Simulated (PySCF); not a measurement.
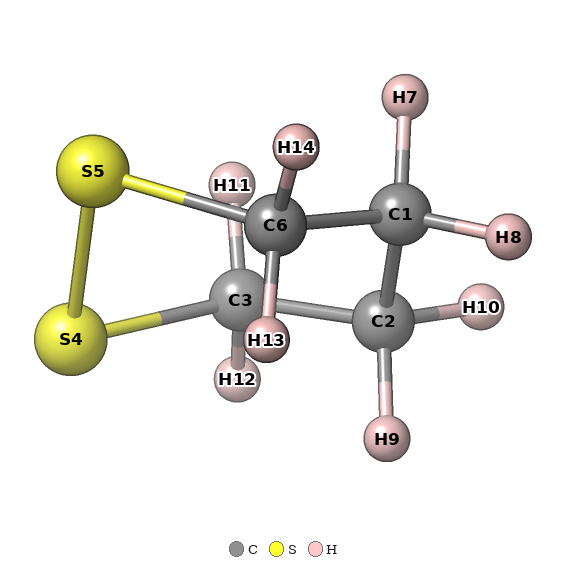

Atoms fade into the background with distance from the viewer. The geometry was computed by an optimisation with PBE0-D3(BJ)/def2-SVP. No frequency run is at hand to confirm it as a minimum.

What is the conformation of the ring C1–C2–C3–S4–S5–C6?

Answer. It is a chair (Cremer–Pople θ = 15°, folded into 0 to 90°). The Cremer–Pople amplitude Q is 0.76 Å.

Give the torsion angles round the ring, beginning with the bond from its second to its third atom.

Answer. −64°, 63°, −58°, 63°, −64°, 60°.
